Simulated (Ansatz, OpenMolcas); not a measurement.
C3H9Ga (trimethylgallium (TMGa)): the vertical energy of the triplet above the singlet, rung by rung

The species is C3H9Ga (13 atoms), meant as a singlet with charge 0. As SMILES, `C[Ga](C)C`. The coordinates come from a PBE0-D4/def2-TZVP relaxation.

Each level gives the vertical energy of the triplet above the singlet (eV). The values are calculated.

```
             level                    kind     program  value (eV)  less CCSD(T)/def2-SVP
       HF/def2-SVP            Hartree–Fock  OpenMolcas        5.31                  -0.03
   revPBE/def2-SVP                     GGA  OpenMolcas        4.79                  -0.55
     TPSS/def2-SVP                meta-GGA  OpenMolcas        4.79                  -0.55
    B3LYP/def2-SVP           global hybrid      Ansatz        5.07                  -0.27
CAM-B3LYP/def2-SVP  range-separated hybrid      Ansatz        5.31                  -0.03
   B2PLYP/def2-SVP           double hybrid      Ansatz        5.27                  -0.07
      MP2/def2-SVP     perturbation theory      Ansatz        5.60                  +0.26
  CCSD(T)/def2-SVP   coupled cluster or CI      Ansatz        5.34                   0.00
```

Differences are taken from CCSD(T)/def2-SVP for orientation; it has basis-set and higher-order errors of its own. All-electron rows without a relativistic Hamiltonian named are non-relativistic. The values span 4.79 to 5.60 eV. A triplet this far above the singlet is often a Rydberg-like or dissociative state; sets without diffuse functions put Rydberg states too high. In the correlated wave-function rows the outer d shell of Ga is correlated, in sets not made for it.

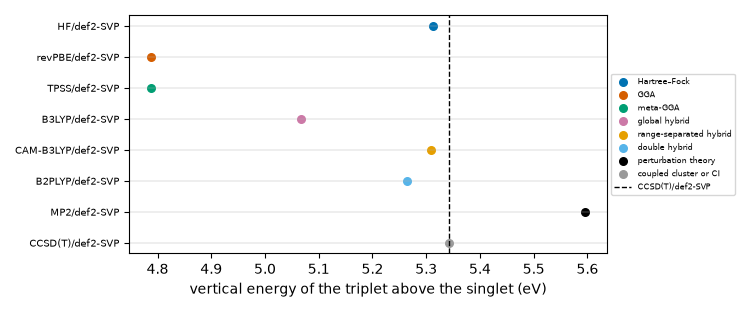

The values of the table, level by level.
